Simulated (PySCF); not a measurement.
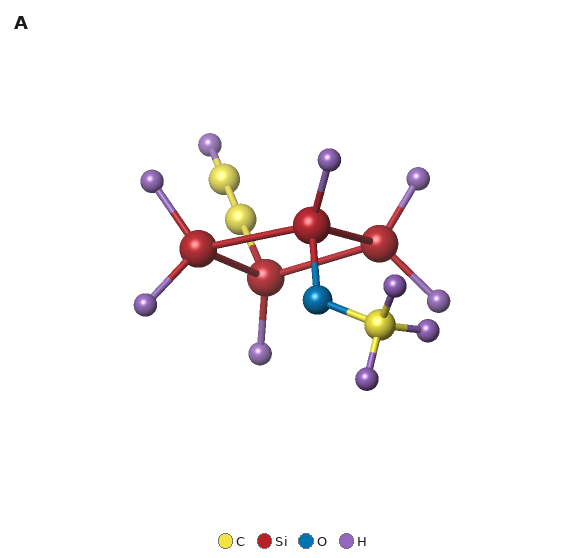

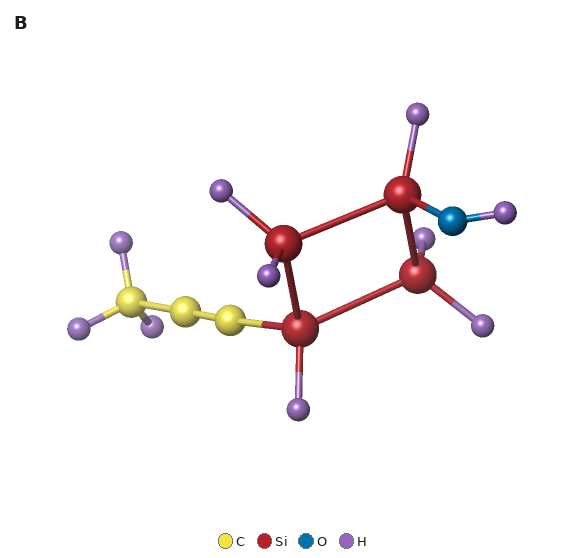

2 stationary structures of one formula. Geometries: GFN2-xTB. Electronic energies: PBE0/pcSseg-1 (PySCF 2.14.0), without zero-point energy. No frequency run is at hand to confirm each as a minimum. Each is one conformer, not always the lowest.

### Are they conformers, stereoisomers or constitutional isomers?

They are constitutional isomers of C3H10OSi4: A `C#C[Si@H]1[SiH2][Si@H](OC)[SiH2]1`, B `CC#C[Si@H]1[SiH2][Si@H](O)[SiH2]1`.

### Rank them by energy, lowest first.

B is lowest; A lies 79.0 kJ/mol above it.

The geometry is semi-empirical. Around Si such bond lengths and angles can be off by a tenth of an ångström or more and by several degrees, and values that hang on the shape move with them.
